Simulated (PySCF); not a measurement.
Molecule: C₂H₈O₃Si₂, SMILES CO[SiH2][SiH2]C(=O)O. Atoms near the plane z = 0.0 Å, at the GFN2-xTB optimised geometry (x, y, z in Å): C1 (2.6, -2.1, 0.2), O2 (1.4, -1.4, 0.1), Si3 (1.2, 0.2, 0.0), Si4 (-1.1, 0.2, 0.0), C5 (-1.7, 2.0, 0.0), O6 (-0.9, 3.0, -0.3), O7 (-2.9, 2.2, 0.3), H8 (3.2, -1.8, 1.0), H9 (3.2, -1.9, -0.7), H10 (2.4, -3.2, 0.2), H15 (-3.2, 3.2, 0.3).

Level of theory: B3LYP/def2-TZVP (PySCF 2.14.0). Cells within 0.4 Å of a nucleus heavier than hydrogen are left out (blank, or x). The values are rescaled to run from 0 to 1.

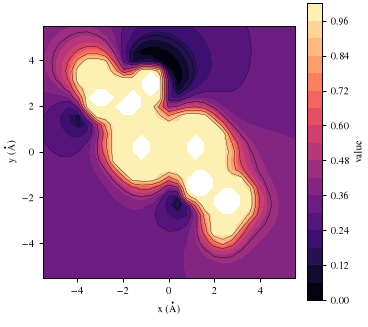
Fig. 1. a field on the plane z = 0.0 Å.

Q: Which quantity is mapped?
A) Laplacian of the electron density
B) electron localisation function
C) electrostatic potential
D) log10 of the electron density

A: C, electrostatic potential. In full: electrostatic potential (hartree/e), clipped to [-0.08, 0.12].
